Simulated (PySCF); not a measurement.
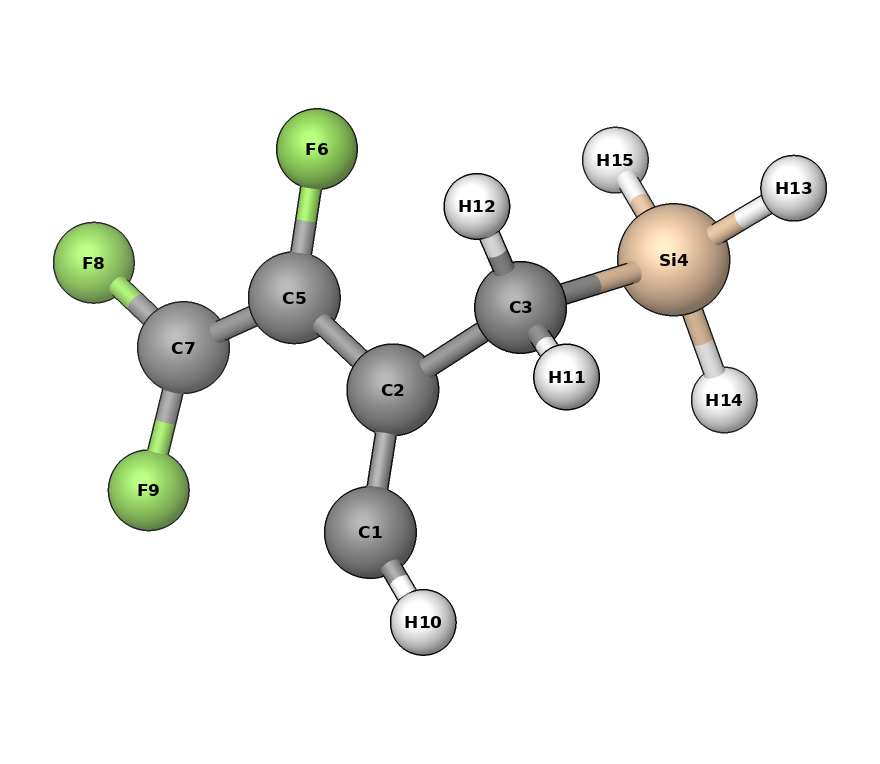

State: neutral, doublet. The geometry was computed by an optimisation with GFN2-xTB. No frequency run is at hand to confirm it as a minimum. Level of theory: UKS B3LYP, pcH-1 on C F H Si, non-relativistic (PySCF 2.14.0).

Give the isotropic hyperfine couplings (Fermi-contact term alone) of C1, C2, C3, Si4, C5, F6, C7, F8, F9, H10, H11, H12, H13, H14, H15.

```csv
atom,isotope,a_iso (MHz)
C1,13C,329.1
C2,13C,−18.6
C3,13C,67.7
Si4,29Si,8.8
C5,13C,60.3
F6,19F,9.0
C7,13C,−3.9
F8,19F,0.5
F9,19F,106.3
H10,1H,32.5
H11,1H,−1.1
H12,1H,0.4
H13,1H,3.1
H14,1H,0.1
H15,1H,0.0
```

The geometry is semi-empirical. Around Si such bond lengths and angles can be off by a tenth of an ångström or more and by several degrees, and values that hang on the shape move with them.
